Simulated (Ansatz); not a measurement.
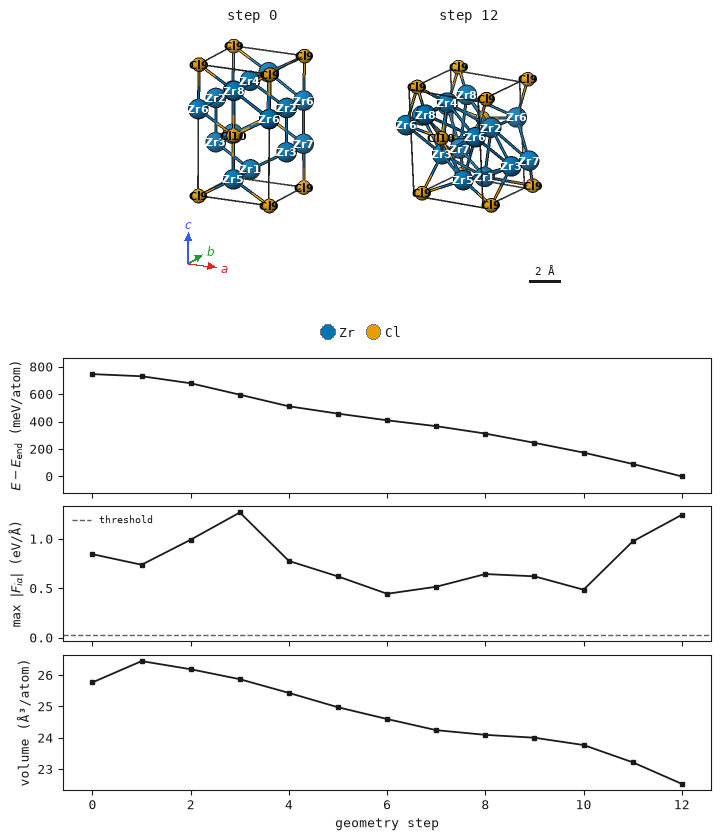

First and last geometry of a relaxation of a crystal of Zr$_{4}$Cl (a generated structure, set up in P1) (coarse preliminary run), with the history of the run. Style: ball-and-stick. Shown: the cell of the calculation, slightly off an axis.

Theory: DFT PBE, scalar-relativistic, plane waves, PAW (Ansatz). (plane-wave cutoff 420 eV; k-point mesh 4 × 4 × 4; occupations gaussian; smearing width 0.2 eV; no spin polarisation; cell and atoms relaxed; force threshold 0.025 eV/Å; at most 60 steps)

Did the run converge, and what did it change?

Answer. The run was cut off at its time limit before the relaxation converged, so the last structure is only a point on the way. The atom that moves furthest relative to the cell is Zr8 (1.43 Å along [−1 −1 0]). Largest moves by element: Zr 1.43 Å, Cl 1.08 Å. Cell: a 5.186 → 5.009 Å (−3.4 %), b 5.607 → 6.326 Å (+12.8 %), c 8.872 → 7.159 Å (−19.3 %), α 89.2° → 90.2°, β 91.4° → 96.6°, γ 92.1° → 88.9°. Volume −12.6 %. Near-neighbour distances that change, for instance: Zr2–Zr7 6.598 → 3.966 Å, Zr3–Zr6 6.538 → 4.053 Å, Zr2–Zr3 5.925 → 3.700 Å, Zr5–Zr6 5.081 → 3.158 Å. New bonds form: Zr1–Zr2 (5.14 → 3.40 Å), Zr1–Zr7 (4.02 → 3.13 Å), Zr1–Zr7 (4.15 → 3.30 Å), Zr1–Zr8 (4.07 → 3.07 Å). Bond angles that change, for instance: Zr6–Cl10–Zr7 179.0° → 114.8°, Zr1–Zr3–Zr2 118.6° → 64.5°, Zr3–Zr2–Zr4 119.7° → 67.1°. The space group stays P1 (No. 1). After 12 geometry steps the energy has fallen by 746 meV per atom. Largest force component: 0.85 eV/Å at the start, 1.2 eV/Å at the end. The pressure goes from 1.37 to 0.96 GPa. Cost: 9.6 min on 1 thread of Intel(R) Xeon(R) Platinum 8488C (Sapphire Rapids), with other jobs on the host, peak memory 0.76 GiB.
